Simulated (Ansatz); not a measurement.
# What RbSbS3 (model cell, started as cubic perovskite with Sb in the octahedra) distorts into, part 3 of 3

Which phase does RbSbS3 (model cell, started as cubic perovskite with Sb in the octahedra) fall into along its unstable mode, and how much energy does it gain?

Ansatz 0.2.0; DFT PBEsol, scalar-relativistic, plane waves, PAW; PAW set soft_1.

So far. Step 5 (Energy along the mode, all amplitudes (two of the runs …): The lowest of the steps tried is at 0.45 Å, 11.4 meV/atom below the parent; the bottom of the well need not coincide with a step. Step 7 (The new phase in its own primitive cell): The largest force component left is 0.87 meV/Å and the pressure is 0.000 GPa, within the tolerances set. The cell now holds 25.78 Å³/atom. The relaxed cell has a, b, c = 7.116, 4.884, 7.418 Å (conventional setting).

The structure was built from a prototype and need not be the compound's stable phase.

### 8. Modes of the new phase, k-mesh 6×8×6

A relaxed structure may still be a saddle point, so its zone-centre modes are computed. No field response is asked, since the mesh shows no gap.

The input, input.yaml:

```yaml
crystal:
  lattice:
    - [7.1164390647, 0.0, 0.0]
    - [0.0, 4.8841597798, 0.0]
    - [0.0, 0.0, 7.4175930687]
  atoms:
    - { symbol: Rb, position: [0.25, 0.0, 0.2258869984] }
    - { symbol: Rb, position: [0.75, 0.0, 0.7741130016] }
    - { symbol: Sb, position: [0.25, 0.5, 0.7573117083] }
    - { symbol: Sb, position: [0.75, 0.5, 0.2426882917] }
    - { symbol: S, position: [0.0, 0.5, 0.5] }
    - { symbol: S, position: [0.5, 0.5, 0.0] }
    - { symbol: S, position: [0.5, 0.5, 0.5] }
    - { symbol: S, position: [0.0, 0.5, 0.0] }
    - { symbol: S, position: [0.25, 0.0, 0.6625010902] }
    - { symbol: S, position: [0.75, 0.0, 0.3374989098] }
kpoints:
  mp_grid: { grid: [6, 8, 6] }
hamiltonian:
  xc: pbesol
  pseudopotentials: { kind: paw, azcp: { folder: soft_1 }, xc_functional: pbe }
scf:
  occupations: { method: methfessel_paxton, width: 0.2 }
output:
  eigenvalues: true
phonons:
  method: dfpt
```

Command:

```console
$ ansatz run input.yaml --threads 8 --pin off --max-ram 16384MiB --backend cpu --events-out ev --progress --plain --runs-dir out
```

Numbers of over 12 decimals in the logs are rounded to 6 here.

Log:

```text
zone centre: on kpoints.mp_grid the ground state, and the responses unless they are solved on pairs of k-points, stand on 100 of the mesh's 288 k-points, reduced under 2 symmetry operations, with k and −k counted as one. Each operation leaves every solved displacement unchanged or reverses it
[...]
Crystal: 10 atoms, lattice volume = 257.819 Å³
Basis set: ecut = 420 eV, 5023 PW (Γ), exchange–correlation on 96×72×100 points (8 copies of the dense FFT grid, shifted against one another)
Bands: 52, of which v1, the nominal top of the filled ones, is band 42 counted from 1 (41 counted from 0)
Symmetry: 8 space group operations
k-points: 100 of 288 (irreducible under 2 space group operations, time reversal used)
[...]
SCF iter   1: F=—  HF=-24566.013226 eV  |F-HF|=—  |Δ(HF+E_count)|=         —  Δρ=3.31e-2  dr2=7.72e0  ethr=3.10e-3  ⟨swp⟩=11.3  Hψ=26780  notcnv=0
[...]
SCF iter  16: F=-24562.895354 eV  HF=-24562.895354 eV  |F-HF|=7.28e-12  |Δ(HF+E_count)|=  3.64e-12  S|Δr|=    0.00e0  Δρ=1.76e-8  dr2=1.13e-12  ethr=1.00e-12  ⟨swp⟩=19.3  Hψ=35193  notcnv=0
SCF 1 converged in 16 iterations: F = -24562.895354 eV  dr2 = 1.13e-12
[...]
DFPT response loops at Γ: preconditioner auto → Kerker (q_TF=auto, 2.263 Å⁻¹) (partly filled bands, converged f_vac=0.010); β = 1.00, the filter's whole step (`scf.mixing.beta` (0.50) is not read by the response loops under this deck's `scf.mixing.preconditioner`; to damp them name `kerker` or `kerker_dos`, under which they read `scf.mixing.beta`, and type it under 1.00, their step now; both keys bind the ground state too); Broyden in place of MSR1
SCF converged after 16 iterations
[...]
Free energy (F): -24562.895354 eV
[...]
Internal energy: -24562.895992 eV  (E = F + TS)
E sigma→0 (E₀):  -24562.895513 eV
Entropy (-TS):   0.000638 eV (0.064 meV/atom)
Fermi energy:    5.704446 eV
[...]
--- Band table (eV; the first three rows and the last of 100) ---
  k-point 0: bands = [... 38 lower, 4.8556, 5.0276, 5.3540, 5.4226, 5.9113, 7.1478, 7.4130, 7.7060, ... 6 higher]
  k-point 1: bands = [... 38 lower, 4.8136, 5.0410, 5.2932, 5.4208, 5.8152, 6.4270, 7.9007, 8.4974, ... 6 higher]
  k-point 2: bands = [... 38 lower, 4.7112, 5.0726, 5.1458, 5.4411, 5.6698, 5.6886, 8.9653, 9.5019, ... 6 higher]
  k-point 99: bands = [... 38 lower, 4.6417, 4.6417, 5.8218, 5.8218, 6.7640, 6.7640, 8.2194, 8.2194, ... 6 higher]
--- Phonons (Γ-DFPT): 15 representative perturbations + reference, on 100 of 288 k-points (Σ response iterations 45) ---
  k mesh reduced under 2 symmetry operations, with k and −k counted as one. Each operation leaves every solved displacement unchanged or reverses it
  ASR residual: 3.986e-5 → 0.000e0 eV/Å²; symmetrization residual: 8.704e-6 eV/Å²
  ASR residual per site (eV/Å²): 2.29e-5 2.29e-5 3.99e-5 3.99e-5 1.57e-5 1.67e-5 1.57e-5 1.67e-5 1.41e-5 1.41e-5
  Γ frequencies (cm⁻¹): -97.16 -66.13 -62.06 -60.11 -51.26 -32.01 0.00 0.00 0.00 29.88 36.03 47.14 52.63 62.82 64.32 70.93 77.68 80.93 92.95 95.79 99.09 147.62 148.08 155.43 168.31 173.71 226.52 238.07 242.06 266.72
  non-analytic LO–TO correction: not included (Born effective charges unavailable; polar crystals: no LO–TO splitting at Γ)
```

Wall time 4.2 min (8 threads of Arm Neoverse V2, shared host); peak memory 4.1 GiB.

Numbers from this step:

```
sum-rule residual before enforcement                    : 3.99e-5 eV/Å²
point group                                             : mmm
highest optical mode at the zone centre (no LO-TO term) : 266.7 cm⁻¹
lowest optical zone-centre mode                         : -97.16 cm⁻¹
```

Patterns of degenerate modes are one choice out of their space. The modes at Γ (shares of kinetic energy by element, %) (negative means imaginary):

```csv
mode,frequency (cm⁻¹),symmetry,Rb %,Sb %,S %
1,-97.2,B3u,0,1,99
2,-66.1,B2g,1,1,98
3,-62.1,B3u,5,50,45
4,-60.1,B2u,1,22,76
5,-51.3,B1u,3,34,63
6,-32.0,Au,0,0,100
7,0.0,acoustic,28,40,32
8,0.0,acoustic,28,40,32
9,0.0,acoustic,28,40,32
10,29.9,B2u,29,22,50
11,36.0,B3u,7,0,93
12,47.1,B3g,5,78,17
13,52.6,B1u,13,8,80
14,62.8,B3g,95,4,1
15,64.3,B2g,97,2,1
16,70.9,Ag,91,2,6
17,77.7,B3u,54,4,42
18,80.9,Au,0,0,100
19,93.0,B1u,50,7,43
20,95.8,B2u,42,0,58
21,99.1,B3u,6,4,90
22,147.6,Ag,7,69,24
23,148.1,B1u,5,10,86
24,155.4,B2g,2,97,1
25,168.3,B1u,2,1,97
26,173.7,Ag,2,29,70
27,226.5,B3u,0,2,98
28,238.1,B3g,0,18,82
29,242.1,B2u,0,15,85
30,266.7,B1u,0,1,99
```

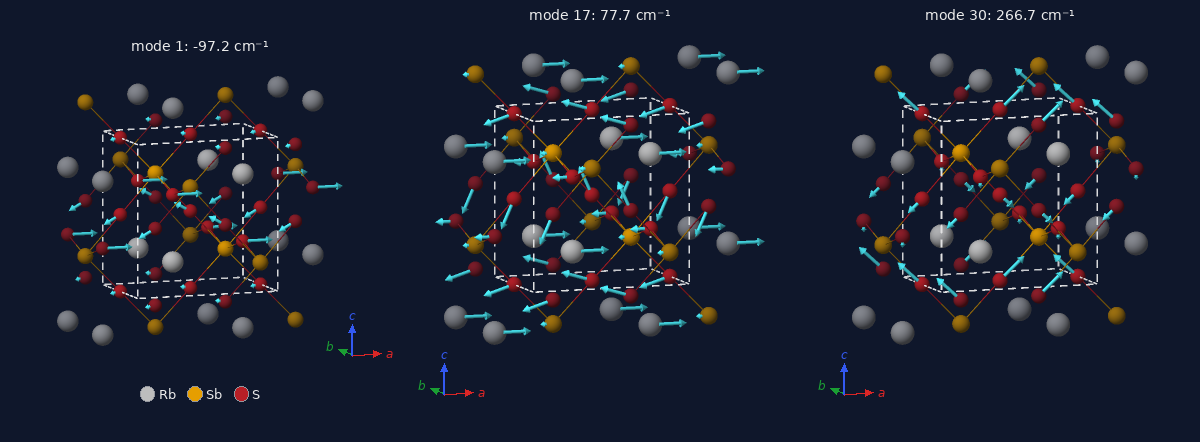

Displacement patterns of modes 1, 17 and 30 at Γ; arrows are exaggerated. Some periodic images of atoms are drawn too.

Before it was imposed, the acoustic sum rule was missed by 4.0e-5 eV/Å². Small misses are needed for a sound result but don't prove that mesh and cutoff are converged. The lowest optical mode is imaginary, 97.2i cm⁻¹, so the energy falls along it.

### 9. What came out

| Quantity | Value |
| --- | --- |
| unstable mode of the parent | q = (0, -0.5, -0.5), 120i cm⁻¹ |
| depth at the lowest point sampled | 11.4 meV/atom |
| largest atomic shift at that point | 0.45 Å |
| space group reached (within 0.01 Å) | Pmma |
| energy gained over the parent (first relaxation, on the mesh of the frozen mode) | 25.1 meV/atom |
| volume per atom, phase reached | 25.8 Å³ |
| lowest optical zone-centre mode, phase reached | -97.2 cm⁻¹ |
| highest optical mode at the zone centre (no LO-TO term), phase reached | 267 cm⁻¹ |

In words: Along this mode the structure falls into Pmma, 25.1 meV/atom below the parent. At the parent's cell the well is 11.39 meV/atom deep on the steps tried, with its lowest point at a shift of 0.45 Å. Relaxing atoms and cell changes the gain by +13.70 meV/atom against the lowest step (energies at zero smearing). The new phase still has an imaginary mode at the zone centre of its cell, so it is a saddle point on the way to a lower structure. Of the 4 patterns followed to their end from this parent, this one ends 12.3 meV/atom above the lowest, P4_2/mmc. Each path keeps the symmetry of its pattern, so a lower phase may lie along a pattern not tried. With no gap, or one that is small against the smearing, the frequencies hang on the k mesh and the smearing, most of all near Kohn anomalies. A semilocal functional can close a gap that the real compound would have, so the metallic treatment may be an artefact of the level. Spin-orbit coupling is left out, which can matter for the heavy elements here. The PAW files were made for PBE and serve the other functionals too. A phonon run warned that its eigensolver left some bands unconverged in a pass. The starting cell was built on a prototype and not taken from a measurement, so the phase need not exist.

[Logs are printed without paths, hosts, clocks, repeated set-up lines and the standing remarks that a program may print on its own settings, such as how far it seeks lower states.]

[Hosts, paths, dates, database ids (printed as entryN), source tags and the programs' standing remarks are cut or masked in the printed files.]
